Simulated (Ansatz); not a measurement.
## Pressure series in TiC

Consider TiC in the rock salt structure (space group Fm-3m, No. 225; a = 4.3327 Å).

Cell and atoms are relaxed at each pressure.

Computed with Kohn–Sham DFT with the PBE functional, run in Ansatz (a quantum-chemistry and plane-wave program) with PAW and 420 eV plane waves, spin-orbit coupling left out, earlier PAW set.

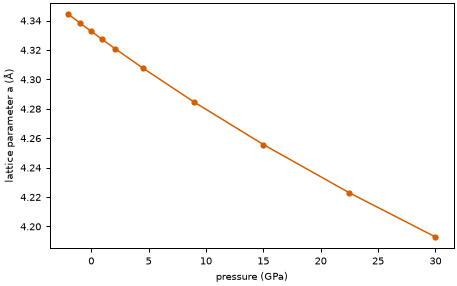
*Lattice parameter a against pressure*

```tsv
pressure (GPa)	lattice parameter a
-2	4.344 Å
-1	4.338 Å
0.9	4.328 Å
2.1	4.321 Å
4.5	4.308 Å
9	4.284 Å
15	4.256 Å
22.5	4.223 Å
30	4.193 Å
```

Load acts through the strain it causes; cell and atoms are relaxed under it. Stability against distortions was not tested. Competing high-pressure phases were not computed. All final runs are without spin polarisation.
